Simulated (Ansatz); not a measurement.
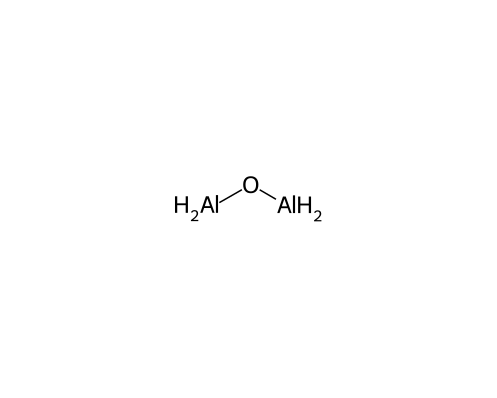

A structural formula.

**Give its SMILES.**

[AlH2][O][AlH2]

**What is the molecular formula?**

Al2H4O.

More results for the same structure follow; atom numbers are the same in all pictures, views and colours differ. The computed structure is the end point of a PBE0-D4/def2-TZVP optimisation.

## Shape

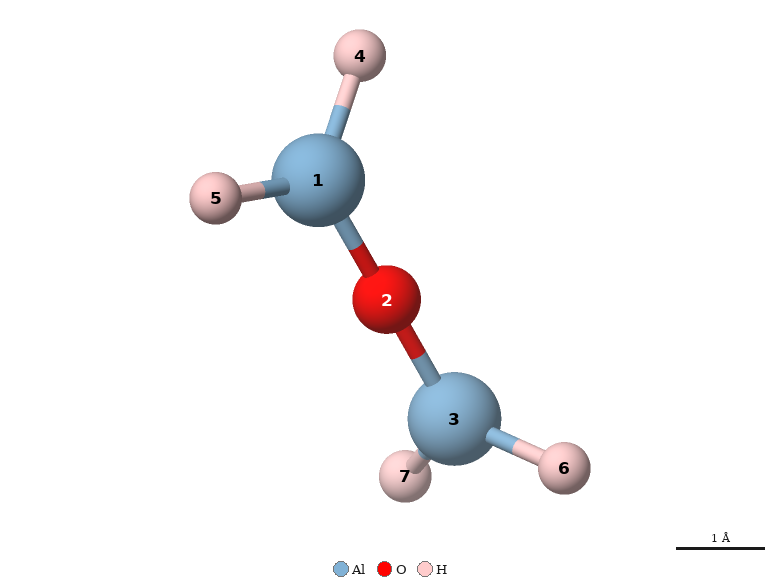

**How are the neighbours of atom 1 arranged?**

Al1 has 3 neighbours (O2 at 1.68, H4 at 1.58, H5 at 1.58 Å); the arrangement is trigonal planar.

**Describe the coordination of atom 2.**

O2 has 2 neighbours (Al1 at 1.68, Al3 at 1.68 Å); the arrangement is linear.

## Electronic properties

Properties computed with RKS PBE0-D4/def2-QZVPP (Ansatz 0.2.0).

**Give the dispersion correction at this level.**

−8.8 kJ/mol.

**Estimate the LUMO energy (Kohn–Sham orbital).**

−1.05 eV.

**Give the HOMO energy (Kohn–Sham orbital) at this level.**

−8.20 eV.

## Charges

The questions are on Mulliken charges. Properties computed with RKS ωB97M-V/def2-TZVPP (Ansatz 0.2.0).

List the Mulliken charges.

| atom | value (e) |
| --- | --- |
| Al1 | 0.38 |
| O2 | −0.29 |
| Al3 | 0.38 |
| H4 | −0.11 |
| H5 | −0.11 |
| H6 | −0.11 |
| H7 | −0.11 |

## Vibrations

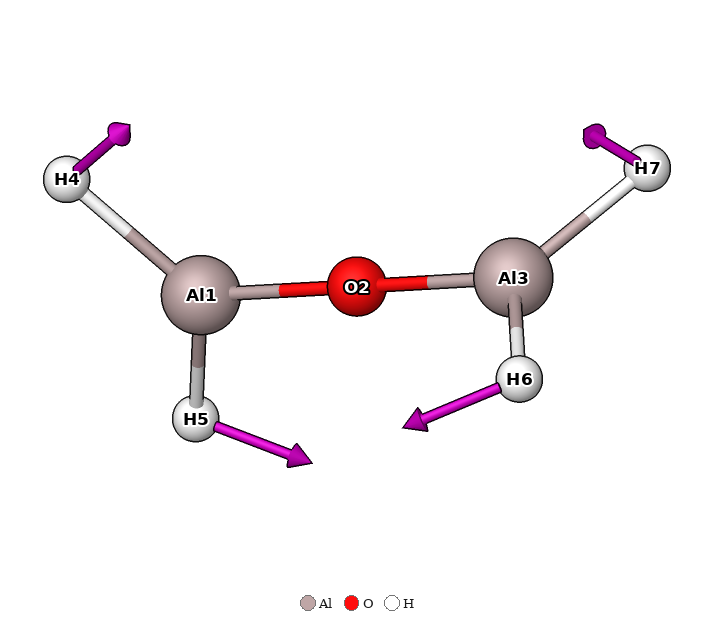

The arrows show one normal mode. Harmonic vibrations computed with RKS PBE0-D4/def2-TZVP (Ansatz 0.2.0) at a stationary point of the same level.

**What kind of motion is it?**

Mostly H–Al–H bending.

**Estimate its harmonic wavenumber.**

811 cm⁻¹; it is mode 10 of 15 counted from the lowest.

Mulliken values depend strongly on the basis set and can even reverse the polarity of a bond.
